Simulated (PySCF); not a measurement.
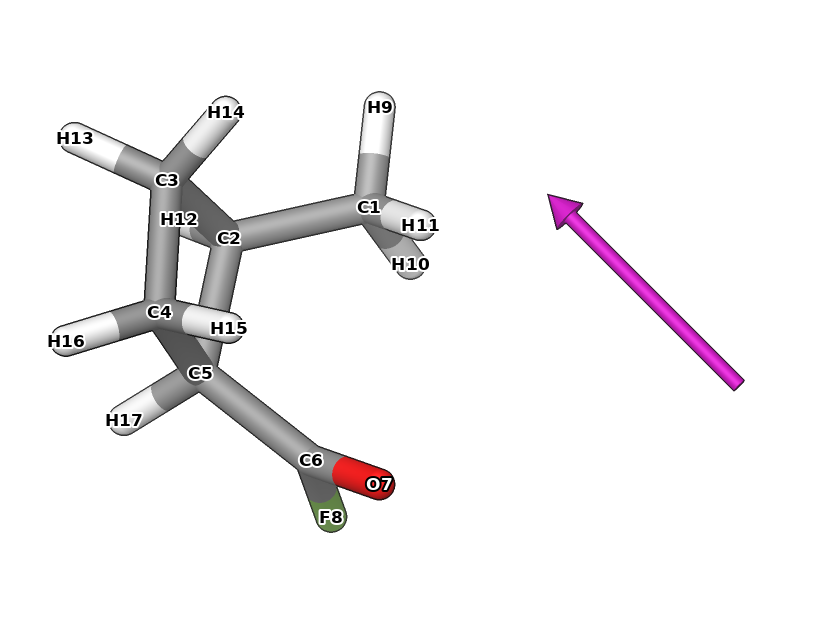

The arrow beside the molecule shows the direction of the dipole moment, from the negative to the positive end (its length means nothing). The geometry was computed by an optimisation with GFN2-xTB. No frequency run is at hand to confirm it as a minimum. Method: CAM-B3LYP/def2-SVPD, gas phase (PySCF 2.14.0).

Q: How large is the dipole moment?

A: 3.39 D; it points from the side of O7 to the side of H13 (the outermost atoms at the two ends).
